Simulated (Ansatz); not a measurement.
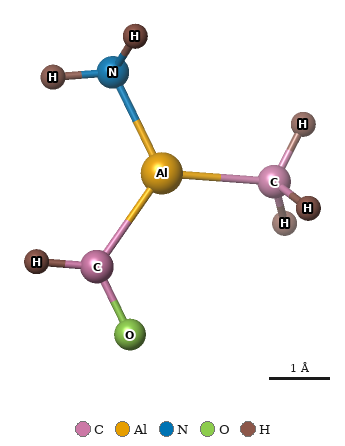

The structure as given in the input (ball-and-stick view, seen at a tilt). Sticks mark near contacts.

# C$_{2}$H$_{6}$AlNO: geometry relaxation (part 1 of 2)

System: C$_{2}$H$_{6}$AlNO, SMILES [CH3][Al]([NH2])[CH]=O.
Method: RKS PBE0-D4/def2-SVP (Ansatz 0.2.0).

It belongs to a series of runs on one base structure; here: end point B relaxed.

Input file
```yaml
crystal:
  periodic: [false, false, false]
  atoms:
    - { symbol: C, position_ang: [-1.145, 1.0722, 0.5625] }
    - { symbol: Al, position_ang: [0.2492, -0.1111, -0.0575] }
    - { symbol: "N", position_ang: [1.3844, -0.9188, 1.2078] }
    - { symbol: C, position_ang: [0.5525, -0.4768, -1.9758] }
    - { symbol: O, position_ang: [-0.2642, 0.0226, -2.8054] }
    - { symbol: H, position_ang: [-1.1642, 1.2199, 1.6549] }
    - { symbol: H, position_ang: [-1.0172, 2.12, 0.0999] }
    - { symbol: H, position_ang: [-2.1382, 0.7279, 0.2301] }
    - { symbol: H, position_ang: [2.03727, -1.55699, 0.74814] }
    - { symbol: H, position_ang: [2.00407, -0.17138, 1.65234] }
    - { symbol: H, position_ang: [1.2547, -1.1563, -2.2821] }
basis:
  gaussian: { orbitals: def2-SVP }
hamiltonian:
  xc: pbe0
  dispersion: d4
relax:
  f_tol: 0.015
  max_steps: 40
output:
  orbitals: {}
```

Launched with:
```bash
ansatz run input.yaml --threads 2 --pin off --max-ram 3072MiB --backend cpu --events-out ev --progress --plain --runs-dir out
```

Log
```
The last accepted step is kept in [file] (removed where the run ends without a failure and the disk answers)
Engine: ansatz 0.2.0, aarch64-unknown-linux-gnu
Functional definition: PBE0
  parameter a = 0.25
  parameter kappa = 0.804
  parameter beta = 0.06672455060314922
  exchange = (1 - a)*pbe_x(kappa = kappa, mu = beta*pi^2/3) + a*exact_x
  correlation = pbe_c(beta = beta)
1125 factors; integrals over basis functions are off by at most 3.9e-4 eV
mean field evaluation 1: about -12277.9953 eV, gradient 7.2e1 eV
mean field evaluation 2: about -12259.4815 eV, gradient 1.1e2 eV
mean field evaluation 4: about -12289.1983 eV, gradient 7.5e0 eV
mean field evaluation 8: about -12289.3389 eV, gradient 2.6e-1 eV
mean field evaluation 16: about -12289.3390 eV, gradient 7.5e-5 eV
mean field -12289.33903949 eV, -451.6248796882 hartree, gradient 7.5e-5 eV, S^2 0.000000; 0 other end points of the search recorded, 0 dependent functions left out
the calculation of the forces begins
reference -12289.33906821 eV, -451.6248807436 hartree; 23, 23 occupied and 81, 81 virtual orbitals, 1125 factors
relax step   1: F+E_penalty+E_count = -12289.49782505 eV  Δ(F+E_penalty+E_count) = +0.000e0 eV  max|allowed force component| = 5.139e0 eV/Å  Δτ_max = 0.0000 Å  (28 SCF iters, accepted)
these checks for a lower state are left out or cut short: starts, cluster_reference, orbital_swaps, neighbouring_geometries, increment
1125 factors; integrals over basis functions are off by at most 3.7e-4 eV
mean field -12289.68202297 eV, -451.6374840986 hartree, gradient 1.6e-5 eV, S^2 0.000000; 0 other end points of the search recorded, 0 dependent functions left out
the calculation of the forces begins
reference -12289.68205202 eV, -451.6374851661 hartree; 23, 23 occupied and 81, 81 virtual orbitals, 1125 factors
relax step   2: F+E_penalty+E_count = -12289.84068436 eV  Δ(F+E_penalty+E_count) = -3.429e-1 eV  max|allowed force component| = 2.436e0 eV/Å  Δτ_max = 0.1949 Å  (37 SCF iters, accepted)
these checks for a lower state are left out or cut short: starts, cluster_reference, orbital_swaps, neighbouring_geometries, increment
1125 factors; integrals over basis functions are off by at most 3.8e-4 eV
mean field evaluation 32: about -12289.9132 eV, gradient 1.2e-5 eV
mean field -12289.91320139 eV, -451.6459797487 hartree, gradient 1.2e-5 eV, S^2 0.000000; 0 other end points of the search recorded, 0 dependent functions left out
the calculation of the forces begins
reference -12289.91322956 eV, -451.6459807839 hartree; 23, 23 occupied and 81, 81 virtual orbitals, 1125 factors
relax step   3: F+E_penalty+E_count = -12290.07268156 eV  Δ(F+E_penalty+E_count) = -2.320e-1 eV  max|allowed force component| = 1.032e0 eV/Å  Δτ_max = 0.2000 Å  (33 SCF iters, accepted)
these checks for a lower state are left out or cut short: starts, cluster_reference, orbital_swaps, neighbouring_geometries, increment
1125 factors; integrals over basis functions are off by at most 3.9e-4 eV
mean field -12290.09905504 eV, -451.6528097442 hartree, gradient 1.8e-5 eV, S^2 0.000000; 0 other end points of the search recorded, 0 dependent functions left out
the calculation of the forces begins
reference -12290.09908365 eV, -451.6528107958 hartree; 23, 23 occupied and 81, 81 virtual orbitals, 1125 factors
relax step   4: F+E_penalty+E_count = -12290.25830688 eV  Δ(F+E_penalty+E_count) = -1.856e-1 eV  max|allowed force component| = 2.666e-1 eV/Å  Δτ_max = 0.2000 Å  (32 SCF iters, accepted)
these checks for a lower state are left out or cut short: starts, cluster_reference, orbital_swaps, neighbouring_geometries, increment
1125 factors; integrals over basis functions are off by at most 3.8e-4 eV
mean field -12290.14178863 eV, -451.6543801748 hartree, gradient 2.1e-5 eV, S^2 0.000000; 0 other end points of the search recorded, 0 dependent functions left out
the calculation of the forces begins
reference -12290.14181715 eV, -451.6543812228 hartree; 23, 23 occupied and 81, 81 virtual orbitals, 1125 factors
relax step   5: F+E_penalty+E_count = -12290.30134415 eV  Δ(F+E_penalty+E_count) = -4.304e-2 eV  max|allowed force component| = 2.138e-1 eV/Å  Δτ_max = 0.2000 Å  (31 SCF iters, accepted)
these checks for a lower state are left out or cut short: starts, cluster_reference, orbital_swaps, neighbouring_geometries, increment
1125 factors; integrals over basis functions are off by at most 3.8e-4 eV
mean field -12290.14865610 eV, -451.6546325497 hartree, gradient 1.8e-5 eV, S^2 0.000000; 0 other end points of the search recorded, 0 dependent functions left out
the calculation of the forces begins
reference -12290.14868458 eV, -451.6546335963 hartree; 23, 23 occupied and 81, 81 virtual orbitals, 1125 factors
relax step   6: F+E_penalty+E_count = -12290.30831658 eV  Δ(F+E_penalty+E_count) = -6.972e-3 eV  max|allowed force component| = 7.867e-2 eV/Å  Δτ_max = 0.0922 Å  (30 SCF iters, accepted)
these checks for a lower state are left out or cut short: starts, cluster_reference, orbital_swaps, neighbouring_geometries, increment
1125 factors; integrals over basis functions are off by at most 3.8e-4 eV
mean field -12290.14982875 eV, -451.6546756437 hartree, gradient 7.0e-6 eV, S^2 0.000000; 0 other end points of the search recorded, 0 dependent functions left out
the calculation of the forces begins
reference -12290.14985724 eV, -451.6546766907 hartree; 23, 23 occupied and 81, 81 virtual orbitals, 1125 factors
relax step   7: F+E_penalty+E_count = -12290.30946663 eV  Δ(F+E_penalty+E_count) = -1.150e-3 eV  max|allowed force component| = 1.106e-1 eV/Å  Δτ_max = 0.0401 Å  (30 SCF iters, accepted)
these checks for a lower state are left out or cut short: starts, cluster_reference, orbital_swaps, neighbouring_geometries, increment
1125 factors; integrals over basis functions are off by at most 3.8e-4 eV
mean field evaluation 64: about -12290.1499 eV, gradient 3.6e-5 eV
mean field -12290.14990531 eV, -451.6546784574 hartree, gradient 1.5e-5 eV, S^2 0.000000; 0 other end points of the search recorded, 0 dependent functions left out
the calculation of the forces begins
reference -12290.14993379 eV, -451.6546795041 hartree; 23, 23 occupied and 81, 81 virtual orbitals, 1125 factors
relax step   8: F+E_penalty+E_count = -12290.30949429 eV  Δ(F+E_penalty+E_count) = -2.766e-5 eV  max|allowed force component| = 6.386e-2 eV/Å  Δτ_max = 0.0116 Å  (31 SCF iters, accepted)
these checks for a lower state are left out or cut short: starts, cluster_reference, orbital_swaps, neighbouring_geometries, increment
1125 factors; integrals over basis functions are off by at most 3.8e-4 eV
mean field -12290.15036083 eV, -451.6546951973 hartree, gradient 9.2e-6 eV, S^2 0.000000; 0 other end points of the search recorded, 0 dependent functions left out
the calculation of the forces begins
reference -12290.15038936 eV, -451.6546962458 hartree; 23, 23 occupied and 81, 81 virtual orbitals, 1125 factors
relax step   9: F+E_penalty+E_count = -12290.30991298 eV  Δ(F+E_penalty+E_count) = -4.187e-4 eV  max|allowed force component| = 1.137e-1 eV/Å  Δτ_max = 0.0372 Å  (31 SCF iters, accepted)
these checks for a lower state are left out or cut short: starts, cluster_reference, orbital_swaps, neighbouring_geometries, increment
1125 factors; integrals over basis functions are off by at most 3.8e-4 eV
mean field -12290.15016385 eV, -451.6546879585 hartree, gradient 9.9e-6 eV, S^2 0.000000; 0 other end points of the search recorded, 0 dependent functions left out
the calculation of the forces begins
reference -12290.15019239 eV, -451.6546890073 hartree; 23, 23 occupied and 81, 81 virtual orbitals, 1125 factors
relax step  10: F+E_penalty+E_count = -12290.30973713 eV  Δ(F+E_penalty+E_count) = +1.758e-4 eV  max|allowed force component| = 1.111e-1 eV/Å  Δτ_max = 0.0156 Å  (27 SCF iters, rejected (line search))
these checks for a lower state are left out or cut short: starts, cluster_reference, orbital_swaps, neighbouring_geometries, increment
1125 factors; integrals over basis functions are off by at most 3.8e-4 eV
mean field -12290.15069324 eV, -451.6547074134 hartree, gradient 1.2e-5 eV, S^2 0.000000; 0 other end points of the search recorded, 0 dependent functions left out
the calculation of the forces begins
reference -12290.15072177 eV, -451.6547084616 hartree; 23, 23 occupied and 81, 81 virtual orbitals, 1125 factors
relax step  11: F+E_penalty+E_count = -12290.31027637 eV  Δ(F+E_penalty+E_count) = -3.634e-4 eV  max|allowed force component| = 7.051e-3 eV/Å  Δτ_max = 0.0076 Å  (27 SCF iters, accepted)
1125 factors; integrals over basis functions are off by at most 3.8e-4 eV
mean field evaluation 96: about -12290.1501 eV, gradient 5.2e-1 eV
```

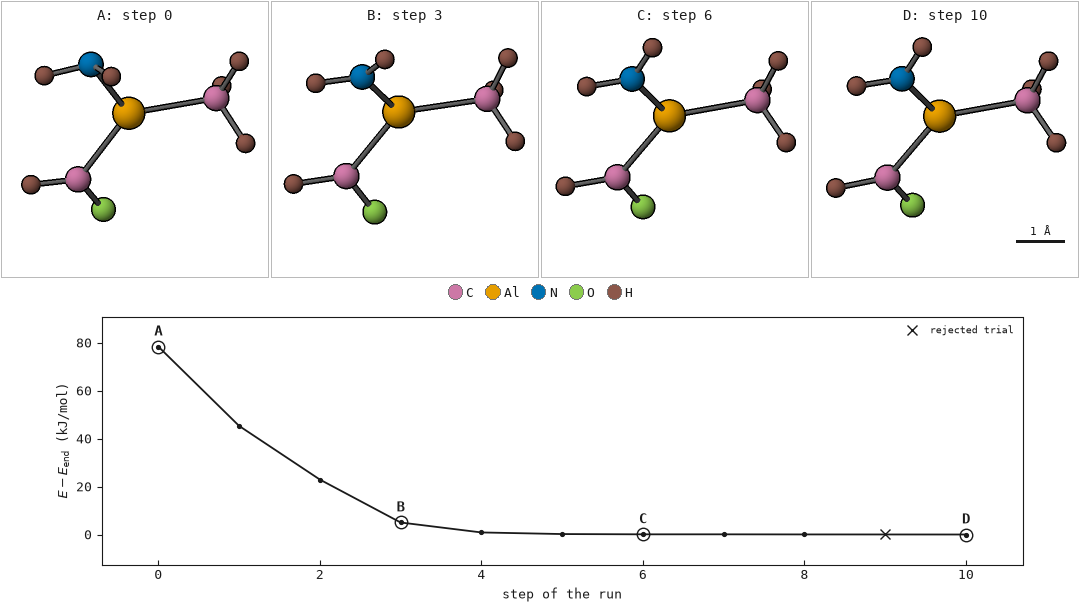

Frames of the relaxation (ball-and-stick view, seen at a tilt) above the curves, on which the letters mark them (the first geometry is step 0 here and step 1 in the log).

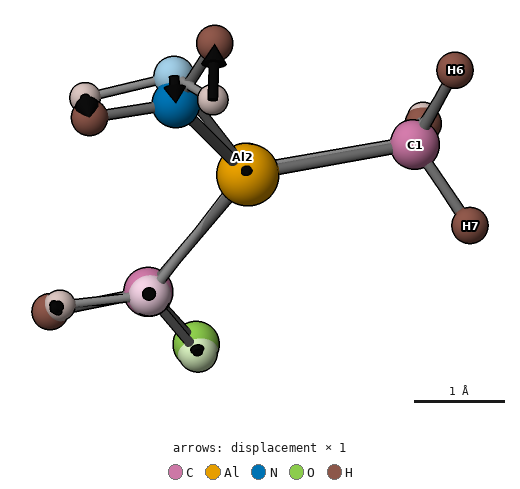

Start (faint) and end (solid) with the displacements as black arrows, at true length (ball-and-stick view, seen at a tilt). The two geometries are laid on each other by the best rigid fit. H10 moves most after the best rigid fit: 0.67 Å. Largest moves by element: H 0.67 Å, N 0.32 Å, O 0.13 Å, C 0.13 Å, Al 0.09 Å. Among the contacts that change: C4–H11 1.024 → 1.134 Å, Al2–N3 1.882 → 1.775 Å, N3–H10 1.068 → 1.014 Å, C4–O5 1.267 → 1.215 Å. Among the angles that change: Al2–N3–H10 109.2° → 125.4°, Al2–N3–H9 110.5° → 125.2°, H9–N3–H10 104.7° → 109.3°. The energy falls by 78.4 kJ/mol in 10 geometry steps. The largest force component goes from 5.1 to 0.0071 eV/Å. The line search rejected the trial step at point 9 (counted from 0) and went back. (Atoms are counted from 1 in the order of the input.)

```
mean field -12290.15069324 eV, -451.6547074134 hartree, gradient 1.2e-5 eV, S^2 0.000000; 1 other end points of the search recorded, 0 dependent functions left out
the calculation of the forces begins
reference -12290.15072177 eV, -451.6547084616 hartree; 23, 23 occupied and 81, 81 virtual orbitals, 1125 factors
Total energy: -12290.31030489 eV, -451.6605730333 hartree
Atom 0 at    -1.110191     1.129524     0.554898 Å, force     0.000983    -0.000725    -0.001612 eV/Å
Atom 1 at     0.314927    -0.044496    -0.062339 Å, force     0.000844    -0.000843     0.007051 eV/Å
Atom 2 at     1.548372    -0.713176     1.024098 Å, force    -0.004326    -0.001781    -0.002073 eV/Å
Atom 3 at     0.444670    -0.546510    -2.016640 Å, force    -0.000356     0.001565    -0.007002 eV/Å
Atom 4 at    -0.363057    -0.072543    -2.789916 Å, force    -0.003109    -0.001044     0.002144 eV/Å
Atom 5 at    -1.156082     1.210716     1.652204 Å, force     0.000650     0.001164    -0.000251 eV/Å
Atom 6 at    -0.977983     2.146501     0.148604 Å, force     0.000381     0.000699    -0.000870 eV/Å
Atom 7 at    -2.091368     0.776928     0.196878 Å, force    -0.001663    -0.000056     0.000329 eV/Å
Atom 8 at     2.309547    -1.321211     0.741797 Å, force     0.001015    -0.001554    -0.003541 eV/Å
Atom 9 at     1.604363    -0.547394     2.023365 Å, force     0.001066     0.002179     0.004826 eV/Å
Atom 10 at     1.230141    -1.247110    -2.438070 Å, force     0.004516     0.000396     0.000998 eV/Å
Dipole moment:     0.361923    -0.157575     0.567071 e Å
```

Trajectory as extended XYZ (Å, eV, eV/Å), 11 frames, from step=1 to step=11
```
11
Properties=species:S:1:pos:R:3:forces:R:3 step=1 energy=-12289.49783
C    -1.1450    1.0722    0.5625    0.0364   1.5532  -0.5684
Al    0.2492   -0.1111   -0.0575    0.7604  -0.2430   1.5801
N     1.3844   -0.9188    1.2078    0.4466   1.8907  -0.7458
C     0.5525   -0.4768   -1.9758   -5.1391   3.2107  -0.8157
O    -0.2642    0.0226   -2.8054    2.3934  -1.2635   1.9614
H    -1.1642    1.2199    1.6549   -0.0046  -0.1520  -0.0544
H    -1.0172    2.1200    0.0999   -0.1640  -1.2654   0.4827
H    -2.1382    0.7279    0.2301   -0.0334   0.0011   0.0498
H     2.0373   -1.5570    0.7481    0.0710  -0.0631   0.2136
H     2.0041   -0.1714    1.6523   -1.0776  -1.3425  -0.3947
H     1.2547   -1.1563   -2.2821    2.7110  -2.3261  -1.7087
```
